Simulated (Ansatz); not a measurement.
The end point of a relaxation of Li. Space group Im-3m (No. 229), bcc (W type). All values below come from PBE (plane waves to 420 eV, PAW, scalar-relativistic; Ansatz, a quantum-chemistry and plane-wave program).

```cif
data_Li
_chemical_formula_sum 'Li1'
_space_group_name_H-M_alt 'P 1'
_space_group_IT_number 1
_cell_length_a 2.97347
_cell_length_b 2.97347
_cell_length_c 2.97347
_cell_angle_alpha 109.471
_cell_angle_beta 109.471
_cell_angle_gamma 109.471
loop_
_space_group_symop_operation_xyz
  'x, y, z'
loop_
_atom_site_label
_atom_site_type_symbol
_atom_site_fract_x
_atom_site_fract_y
_atom_site_fract_z
_atom_site_occupancy
Li1 Li 0.00000 0.00000 0.00000 1
```

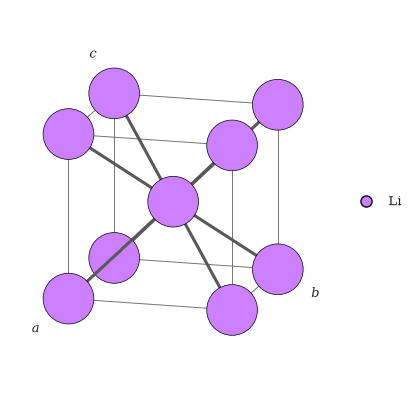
Figure: The conventional cell of the relaxed structure

```json
{
 "volume_per_atom": "20.24 Å³",
 "density": "0.57 g/cm³",
 "band_gap": "no gap (metallic)",
 "shortest_distances": "Li–Li 2.97 Å",
 "k-mesh": "19×19×19"
}
```

No spin polarisation in the result.

The run could not lose the symmetry of its start.
